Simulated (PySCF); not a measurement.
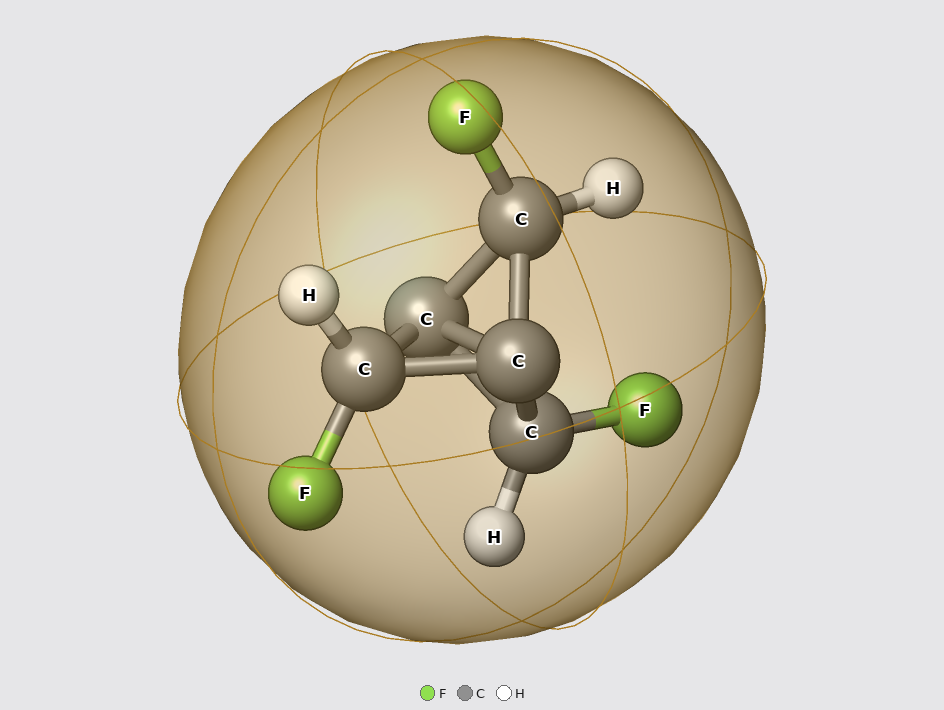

The ellipsoid shows the static dipole polarisability: its half-axes are proportional to the principal values. Computed geometry: PBE0-D3(BJ)/def2-SVP optimisation. No frequency run is at hand to confirm it as a minimum. Computed with PBE0/def2-SVP (PySCF 2.14.0).

Give the principal values, the mean and the anisotropy.

Principal values 40.3, 47.5, 47.5 bohr³; mean 45.1 bohr³ (6.68 Å³); anisotropy 7.1 bohr³, so the longest axis is 1.18 times the shortest.
